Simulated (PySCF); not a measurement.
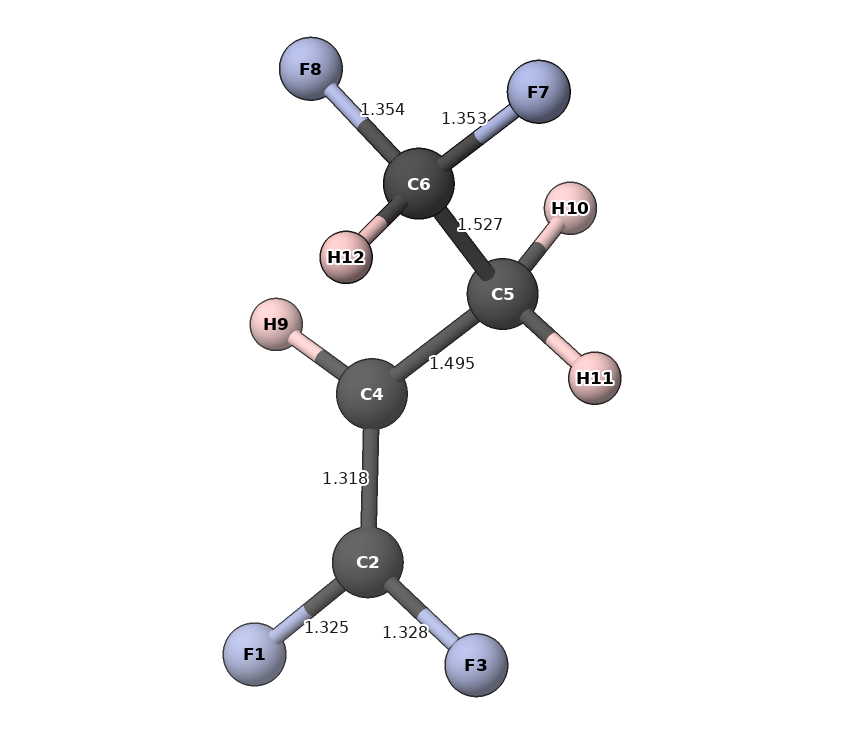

The numbers beside the sticks are distances in Å. Sticks don't show bond order. The geometry was computed by an optimisation with GFN2-xTB. No frequency run is at hand to confirm it as a minimum.

Question: Which of the marked bonds are single, double, triple or aromatic?

Answer: F1–C2 single; C2–F3 single; C2–C4 double; C4–C5 single; C5–C6 single; C6–F7 single; C6–F8 single.

Question: Write the SMILES.

Answer: FC(F)=CCC(F)F
